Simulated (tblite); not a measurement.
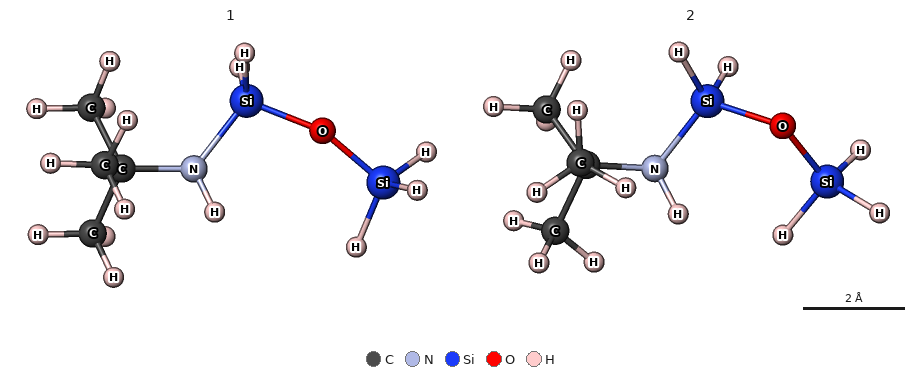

Two geometries of C4H15NOSi2, drawn at one scale. One is the start of a relaxation, the other its converged end. The picture is a ball-and-stick view, seen face on.

These are results of GFN2-xTB geometry optimisation, gas phase (tblite 0.8.0), not measurements. 

Q: Which geometry has the lower energy?

A: Structure 1 is the relaxed one. The largest moves after the best rigid fit, 0.95 Å, are those of H atoms. Largest moves by element: H 0.95 Å, O 0.82 Å, Si 0.35 Å, N 0.33 Å, C 0.33 Å. Some distances before and after: O–Si 1.729 → 1.624 Å, O–Si 1.703 → 1.609 Å, C–H 1.139 → 1.088 Å, N–Si 1.751 → 1.711 Å. Among the angles between lasting bonds that change: Si–O–Si 113.7° → 157.1°, C–N–Si 117.0° → 127.5°, N–Si–O 113.6° → 106.0°. Groups turn about C–C by about 60°, C–C by about 35°, N–Si by about 30°. After 128 geometry steps the energy has fallen by 117.2 kJ/mol. Cost: 1.3 s on 1 thread of Arm Neoverse V1, with other jobs on the host.
